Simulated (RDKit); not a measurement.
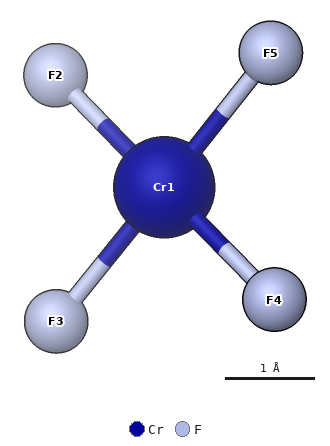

*The input geometry (ball-and-stick view, seen at a tilt; atoms are numbered from 1 in the order of the input). Sticks mark near contacts.*

Bond lengths as drawn: Cr–F 2.00 to 2.01 Å.

## Property calculation, with input and output: CrF$_{4}$ (charge −2)

- system: CrF$_{4}$, charge −2, multiplicity 5
- method: EHT (RDKit 2026.09.1)

The geometry comes from this level: GFN2-xTB.

**Input file (ff.py)**
```python
import json
import numpy as np
from rdkit import Chem
from rdkit.Chem import AllChem
from rdkit.Chem import rdDetermineBonds
from rdkit.Chem import rdEHTTools

molecule = Chem.MolFromXYZFile("mol.xyz")
symbols = [a.GetSymbol() for a in molecule.GetAtoms()]
start = molecule.GetConformer().GetPositions().copy()

molecule.GetAtomWithIdx(0).SetFormalCharge(-2)  # sets the electron count
ok, res = rdEHTTools.RunMol(molecule, keepOverlapAndHamiltonianMatrices=True)
if not ok:
    raise RuntimeError("the extended Hueckel run failed")
eps = np.array(res.GetOrbitalEnergies())
nel = res.numElectrons
homo = (nel + 1) // 2 - 1
print(f"{res.numOrbitals} orbitals, {nel} valence electrons, sum of one-electron energies {res.totalEnergy:.4f} eV")
for i in range(max(0, homo - 3), min(len(eps), homo + 6)):
    print(f"{i + 1:4d} {eps[i]:10.4f} eV", "(HOMO)" if i == homo else "(LUMO)" if i == homo + 1 else "")
q = np.array(res.GetAtomicCharges())
print("Mulliken charges:", " ".join(f"{a}{i + 1}={c:+.3f}" for i, (a, c) in enumerate(zip(symbols, q))))
op = res.GetReducedOverlapPopulationMatrix()
pairs = [(k, i, op[i * (i + 1) // 2 + k]) for i in range(len(symbols)) for k in range(i) if abs(op[i * (i + 1) // 2 + k]) > 0.1]
print("reduced overlap populations above 0.1")
for k, i, p in pairs:
    print(f"  {symbols[k]}{k + 1}-{symbols[i]}{i + 1} {p:7.3f}")
json.dump(dict(symbols=symbols, start=start.tolist(), energy=res.totalEnergy * 23.060548, homo=eps[homo], lumo=eps[homo + 1] if homo + 1 < len(eps) else None, orbital_energies=eps.round(4).tolist(), charges_mulliken=q.tolist(), bond_orders=[[k + 1, i + 1, round(p, 4)] for k, i, p in pairs], nel=nel), open("results.json", "w"))
```

**File mol.xyz**
```
5

Cr     0.001040    -0.000610    -0.000440
F      0.590820    -1.017180     1.624200
F      1.730640     1.012140     0.003630
F     -0.577280     0.991660    -1.643020
F     -1.745220    -0.986010     0.015630
```

Machine: 1 thread of Arm Neoverse V1, 24 GiB of memory available, shared host.

Launch command:
```bash
python ff.py
```

**The program's output**
```
25 orbitals, 36 valence electrons, sum of one-electron energies -802.6554 eV
  15   -18.0513 eV
  16   -18.0262 eV
  17   -10.9870 eV
  18   -10.9868 eV (HOMO)
  19   -10.9221 eV (LUMO)
  20   -10.7623 eV
  21    -6.6420 eV
  22    -4.6393 eV
  23     4.8248 eV
Mulliken charges: Cr1=+1.300 F2=-0.825 F3=-0.825 F4=-0.825 F5=-0.825
reduced overlap populations above 0.1
  Cr1-F2   0.231
  Cr1-F3   0.231
  Cr1-F4   0.231
  Cr1-F5   0.231
```

**Results in brief**

| quantity | value |
| --- | --- |
| outcome | converged |
| total energy | −29.497042 hartree |
| peak memory | 0.073 GiB |
